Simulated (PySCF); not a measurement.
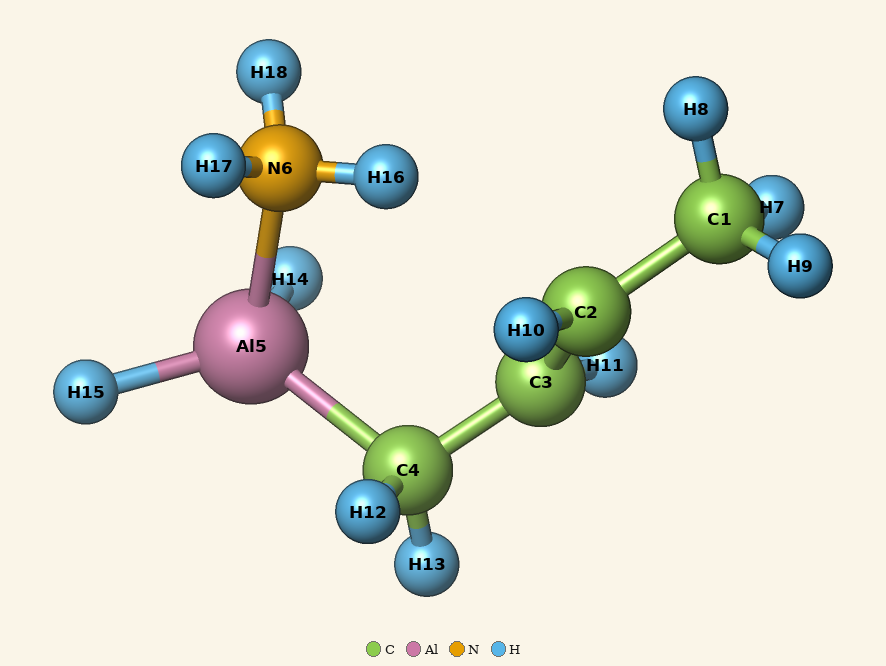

Computed geometry: PBE0-D3(BJ)/def2-SVP optimisation. No frequency run is at hand to confirm it as a minimum. Properties computed with delta-SCF UKS SCAN, pcX-2 on the ionised atom, pcseg-1 elsewhere, spin-free X2C (PySCF 2.14.0).

Give the core-electron binding energies (to vacuum; p and d levels without spin–orbit splitting) of C1 1s, C2 1s, C3 1s, C4 1s, Al5 1s, Al5 2p, N6 1s.

```csv
atom,level,binding energy (eV)
C1,1s,290.6
C2,1s,289.6
C3,1s,290.0
C4,1s,289.2
Al5,1s,1565.2
Al5,2p,78.9
N6,1s,407.1
```
